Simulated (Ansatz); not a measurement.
System: LuSc.

Input

```
crystal:
  lattice:
    - [5.0847963423, 0.0, 0.0]
    - [0.0, 3.2790208644, 0.0]
    - [0.0, 0.0, 5.6641897449]
  atoms:
    - { symbol: Lu, position: [0.75, 0.0, 0.329119244] }
    - { symbol: Lu, position: [0.25, 0.0, 0.670880756] }
    - { symbol: Sc, position: [0.25, 0.5, 0.1644537104] }
    - { symbol: Sc, position: [0.75, 0.5, 0.8355462896] }
basis:
  ecutwfc: 420
kpoints:
  mp_grid: { grid: [8, 10, 6] }
hamiltonian:
  xc: pbe
scf:
  occupations: { method: gaussian, width: 0.1 }
output:
  forces: true
  stress: true
  eigenvalues: true
  write_density: true
  write_potential: true
  elf: true
  volumetric_format: npy
relax:
  adjacent_minimum: "off"
  f_tol: 0.01
  max_steps: 30
  cell: { stress_tol: 0.1, fix: [volume] }
```

Command:

```sh
ansatz run input.yaml --threads 1 --pin off --max-ram 2560MiB --backend cpu --events-out ev --progress --plain --runs-dir out
```

Below, planes, directions and counts refer to the conventional cell (a = 5.08 Å, b = 3.28 Å, c = 5.66 Å, α = 90.00°, β = 90.00°, γ = 90.00°).

The fields are those of the relaxed geometry.

Space group Pmma; a structure from a database of computed crystals, not necessarily the ambient phase; a generated structure, not necessarily the stable one; changed on purpose from its base cell (volume × 0.88, shape and atoms relaxed); computed pressure about 8 GPa in this cell.

Computed with Ansatz 0.2.0, DFT PBE, scalar-relativistic, plane waves, PAW.

**What will maps of the valence pseudo-density and electron localisation function show?**

Lu–Sc (3.24 Å): ρ at the midpoint is about 0.13 e/Å³; the ELF is about 0.20 at the midpoint (no localised pair shows between them).
The ELF has a maximum of about 0.75 in the space between the atoms, on no atom or two-centre bond.

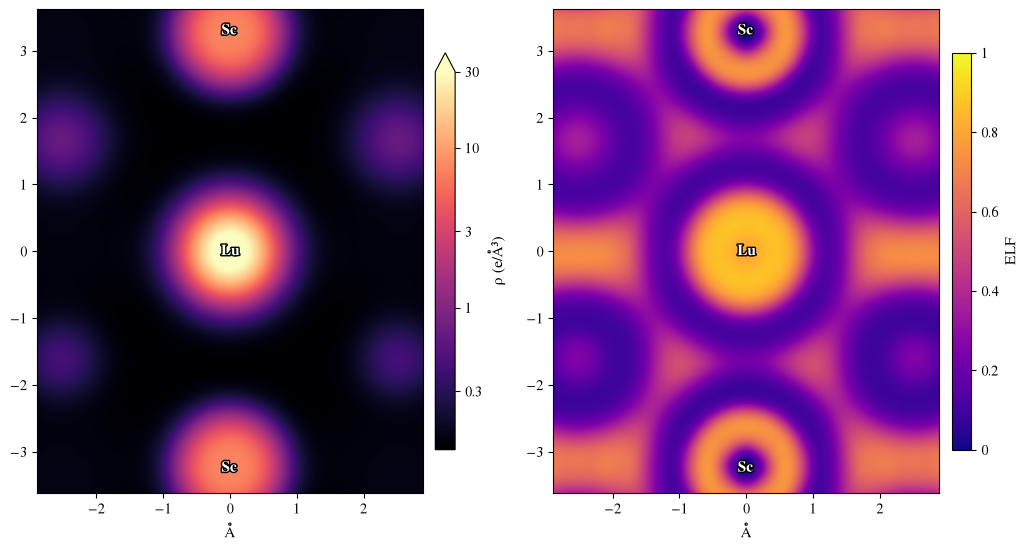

Computed valence pseudo-density and electron localisation function on the (011) plane of the conventional cell, in this order. 

In a PAW calculation such maps are meaningful between the atoms, not at the nuclei.
